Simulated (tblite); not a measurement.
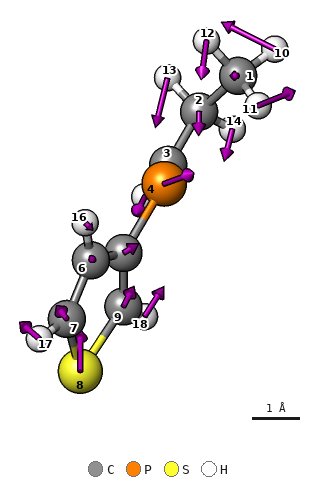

A relaxation of C7H9PS. The starting structure is drawn; purple arrows show the displacements, 3 times their true length. The two geometries are superimposed by the best rigid fit.

The picture is a ball-and-stick view, seen from a free direction.

Level of theory: GFN2-xTB geometry optimisation, gas phase (tblite). 

Question: What did the optimiser do to the structure, and how much energy did it gain?

Answer: An H atom moves most after the best rigid fit: 0.46 Å. By element the largest moves are H 0.46 Å, S 0.41 Å, P 0.41 Å, C 0.30 Å. Near-neighbour distances that change, for instance: C–S 1.842 → 1.717 Å, C–C 1.375 → 1.424 Å, C–C 1.450 → 1.491 Å, C–H 1.126 → 1.088 Å. Among the angles between lasting bonds that change: C–P–C 123.0° → 100.7°, C–S–C 83.1° → 91.0°, S–C–H 111.3° → 119.2°. Groups turn about C–C by about 25°. After 81 geometry steps the energy has fallen by 113.9 kJ/mol.
